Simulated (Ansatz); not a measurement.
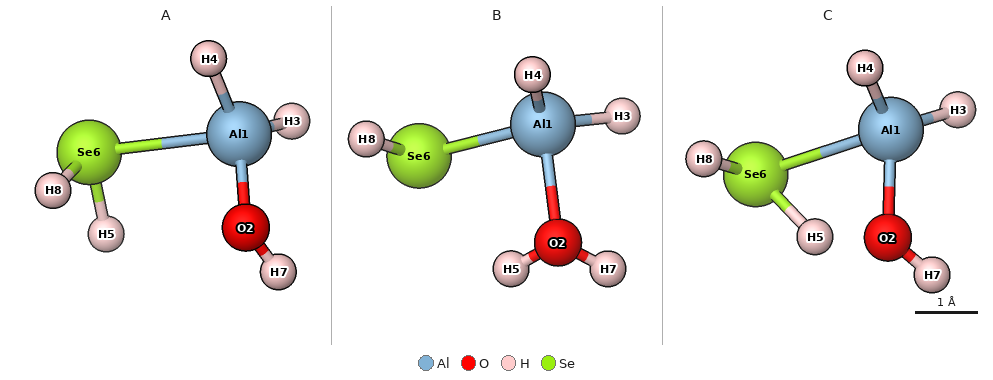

Three geometries of AlH$_{5}$SeO: a saddle point and the two minima that it joins, in shuffled order. The picture is a ball-and-stick view, seen face on. Sticks join atoms that are closer than about 1.2 times the sum of their covalent radii (a little more with hydrogen).

Stationary points at PBE0-D4/def2-TZVP, single-point energies with CCSD(T)/CBS (def2-TZVPP where no basis is named; Ansatz 0.2.0). The energies are electronic, without zero-point or thermal terms, and both ends are the minima reached downhill from the saddle, with any fragments still in contact. CCSD(T)/CBS stands for a frozen-core estimate: MP2 correlation extrapolated from def2-TZVPP and def2-QZVPP, CCSD(T) minus MP2 from the smaller set.

> Identify the saddle point and describe the reaction.

Frame C is the saddle point. From A over the saddle to B, a bond forms: O2–H5 (3.46 → 1.46 → 0.97 Å). A bond breaks: H5–Se6 (1.47 → 1.62 → 2.71 Å). Bonds that stay but change much: Al1–O2 (1.72 → 1.80 → 2.01 Å), Al1–Se6 (2.72 → 2.61 → 2.39 Å). The saddle has one imaginary mode, 649i cm⁻¹. With CCSD(T)/CBS the barrier is 32.4 kJ/mol from A and 67.5 kJ/mol from B, and B lies 35.2 kJ/mol below A.
